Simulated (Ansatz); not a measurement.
Profile along the Be–C line in Be2C (antifluorite type, space group Fm-3m)

Be2C (antifluorite type, space group Fm-3m)

```cif
data_C4Be8
_chemical_formula_sum 'Be8 C4'
_space_group_name_H-M_alt 'Fm-3m'
_space_group_IT_number 225
_space_group_name_Hall '-F 4 2 3'
_cell_length_a 4.32840
_cell_length_b 4.32840
_cell_length_c 4.32840
_cell_angle_alpha 90.000
_cell_angle_beta 90.000
_cell_angle_gamma 90.000
loop_
_atom_site_label
_atom_site_type_symbol
_atom_site_symmetry_multiplicity
_atom_site_Wyckoff_symbol
_atom_site_fract_x
_atom_site_fract_y
_atom_site_fract_z
_atom_site_occupancy
Be1 Be 8 c 0.25000 0.25000 0.25000 1
C1 C 4 a 0.00000 0.00000 0.00000 1
```
(The calculation used a cell of 3 atoms; values per cell refer to that cell.)

Fields along a shortest Be–C line of a {110} plane (1.87 Å), from Be to C, interpolated on the slice's grid (step about 0.2 Å). The numbers are results of PBE (plane waves to 420 eV, PAW, scalar-relativistic; Ansatz, an electronic-structure program), not measurements. k mesh 13×13×13. Inside the PAW spheres the values are not all-electron values, and peaks at nuclei hang on which shells count as valence. Be2C was relaxed with its symmetry unable to fall.

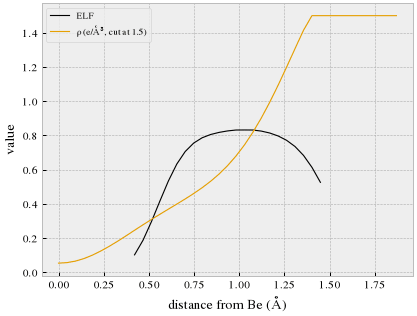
*ELF (away from the nuclei) and valence density from Be to C.*

Density on the Be–C line (1.87 Å) at its midpoint: 0.62 e/Å³. ELF at that point: 0.8. ELF maximum in the middle third of the Be–C line: 0.83, 1.0 Å from Be.
